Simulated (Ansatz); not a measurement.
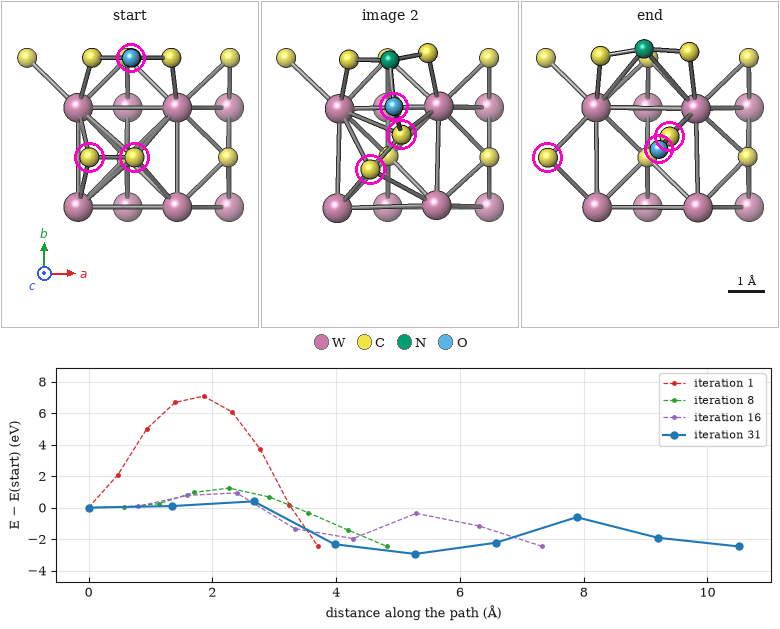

A nudged-elastic-band calculation for NO on WC(100) (18 atoms in the cell). Images are numbered from 0 (start) to 8 (end). The plot follows the band through its iterations. The picture is a ball-and-stick view of the simulation cell, with the vacuum cut short (origin moved), seen along the c axis. The atoms that move most are ringed. Bonds to atoms that aren't drawn are left out.

Level of theory: DFT PBE-D3(BJ), scalar-relativistic, plane waves, PAW (Ansatz). Set-up: plane-wave cutoff 420 eV; k-point mesh 4 × 5 × 1; Gaussian smearing 0.05 eV; 4 atoms held fixed; 7 movable images; climbing image; force threshold 0.05 eV/Å; iteration limit 31; starting path by image-dependent pair potential.

> How did the profile develop, and is the result final?

The result isn't final. The band hadn't converged when the run stopped after 31 iterations. The barrier read from it is provisional: over the last two iterations the highest image moved from 0.31 eV to 0.40 eV. The first iteration put the highest image at 7.08 eV. Relative to the start the highest point is image 2 at +0.40 eV and the end lies at −2.46 eV, but the profile dips to −2.94 eV at image 4 on the way, so there may be more than one step; on an unconverged band the side maxima are provisional.

Limits of the set-up: the periodic images lie only 5.6 Å apart, so the values are limited by the cell's size.

The run took 30 min on 4 threads of AMD EPYC 9R14 (Zen 4) (shared host), peak memory 3.7 GiB.
